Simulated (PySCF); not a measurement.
Input

```
{"job": {"kind": "inter", "xc": "PBE0", "basis": "def2-SVP", "disp": "d3bj", "pairs": false}, "charge": 0, "multiplicity": 1, "parts": [{"atoms": "0-1", "charge": 0, "multiplicity": 1}, {"atoms": "2-7", "charge": 0, "multiplicity": 1}, {"atoms": "8-13", "charge": 0, "multiplicity": 1}, {"atoms": "14-19", "charge": 0, "multiplicity": 1}, {"atoms": "20-25", "charge": 0, "multiplicity": 1}]}
Ga    -1.459164     1.249325     1.158819
Cl    -0.838880    -1.032549     1.385870
C     -0.573162    -3.729284    -0.628837
C     -1.827282    -3.542878    -1.276503
N     -2.848388    -3.375154    -1.771498
H     -0.419145    -2.879883     0.050614
H     -0.584906    -4.654645    -0.055336
H      0.226171    -3.768589    -1.366931
C     -3.493501    -0.388353    -2.648969
C     -2.448152     0.275880    -1.936544
N     -1.604208     0.817870    -1.379042
H     -3.394146    -0.195795    -3.717494
H     -3.423411    -1.462554    -2.463288
H     -4.455295    -0.024449    -2.290063
C      0.775238    -0.662077     4.434294
C      0.076210     0.508529     4.001795
N     -0.487705     1.434172     3.622991
H      0.676716    -1.412413     3.645570
H      1.828129    -0.428158     4.591487
H      0.340056    -1.039797     5.357512
C     -4.088364    -2.317585     1.197508
C     -4.024882    -0.913341     0.949215
N     -3.942129     0.214695     0.756087
H     -4.163542    -2.849866     0.249922
H     -3.159510    -2.604216     1.691188
H     -4.941369    -2.554150     1.830545
```

Run with:

```sh
OMP_NUM_THREADS=1 python cluster_run.py task.json out
```

Geometry: GFN2-xTB.

Computed with PySCF, PBE0-D3(BJ)/def2-SVP, SCF density, gas phase.

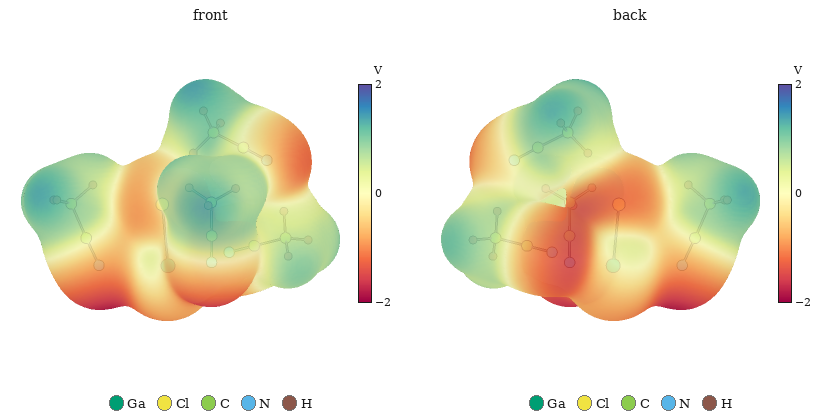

C8H12ClGaN4. The electrostatic potential painted on the density surface at 0.002 e/bohr³, seen from the front and from behind; red is negative and blue positive.

### Describe the electrostatic potential map.

The most negative region (about −1.7 V) lies over N17, the most positive (about +1.3 V) over the H atoms. N17 is the likeliest acceptor of a hydrogen bond.

### What dipole moment does the calculation give?

Its dipole moment is 5.60 D.
